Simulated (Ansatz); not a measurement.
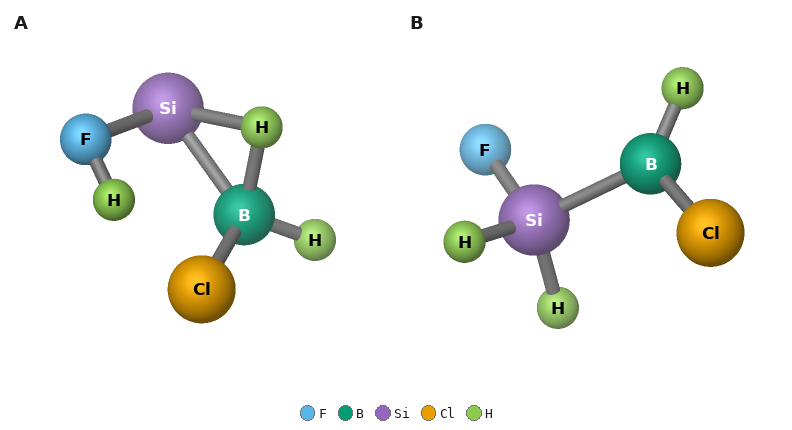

2 stationary structures of one formula. Geometries: PBE0-D4/def2-TZVP. Electronic energies: RHF-CCSD(T) (frozen core)/def2-TZVPP (Ansatz 0.2.0), without zero-point energy. No frequency run is at hand to confirm each as a minimum. Each is one conformer, not always the lowest.

> Which structure is the most stable?

B is lowest (Cs); A lies 66.1 kcal/mol above it (C1).

Give E(B) − E(A) in kcal/mol at these levels too: ωB97M-V/def2-TZVPP; r2SCAN-D4/def2-TZVPP; PBE0-D4/def2-TZVPP; RHF-CCSD(T) (frozen core)/def2-TZVPP; B3LYP-D4/def2-TZVPP; PBE-D4/def2-TZVPP; PBE0-D4/def2-TZVP.

| level | E(B) − E(A) (kcal/mol) |
| --- | --- |
| ωB97M-V/def2-TZVPP | −62.0 |
| r2SCAN-D4/def2-TZVPP | −64.0 |
| PBE0-D4/def2-TZVPP | −61.4 |
| RHF-CCSD(T) (frozen core)/def2-TZVPP | −66.1 |
| B3LYP-D4/def2-TZVPP | −65.1 |
| PBE-D4/def2-TZVPP | −55.4 |
| PBE0-D4/def2-TZVP | −62.4 |
